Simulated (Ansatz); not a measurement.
Se (trigonal-Se type, space group P3_121)

```cif
data_Se3
_chemical_formula_sum 'Se3'
_space_group_name_H-M_alt 'P 1'
_space_group_IT_number 1
_cell_length_a 4.03908
_cell_length_b 4.03908
_cell_length_c 5.12082
_cell_angle_alpha 90.000
_cell_angle_beta 90.000
_cell_angle_gamma 120.000
loop_
_space_group_symop_operation_xyz
  'x, y, z'
loop_
_atom_site_label
_atom_site_type_symbol
_atom_site_fract_x
_atom_site_fract_y
_atom_site_fract_z
_atom_site_occupancy
Se1 Se 0.24867 0.00000 0.83333 1
Se2 Se 0.00000 0.24867 0.16667 1
Se3 Se 0.75133 0.75133 0.50000 1
```

E(V) scan at fixed shape, V₀ the volume above. The atoms relax within the cell's symmetry.

Method: PBEsol (plane waves to 420 eV, PAW, scalar-relativistic; Ansatz, an electronic-structure program). k mesh 10×10×7 (Γ-centred), Fermi-Dirac smearing 0.05 eV. The energy includes the smearing's −TS. With the shape held, the modulus is that of even scaling; a crystal free to change shape is softer. Se was relaxed with its symmetry unable to fall. The zero of ΔE is the relaxed starting cell.

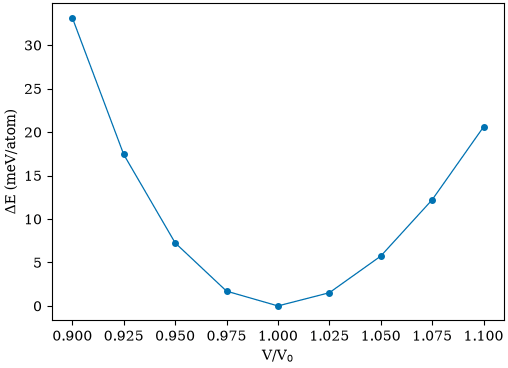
Figure: ΔE (meV/atom) against V/V₀; markers are the computed points, lines only join them.

Q: What is ΔE at V/V₀ = 0.900?

A: About 33 meV/atom.

Q: What is ΔE at V/V₀ = 1.100?

A: About 21 meV/atom.

Q: What bulk modulus at fixed cell shape B₀ follows from a third-order Birch-Murnaghan fit?

A: About 34 GPa.

(A scan under strain: stresses follow from slopes of the energy per volume, elastic moduli from its curvatures.)
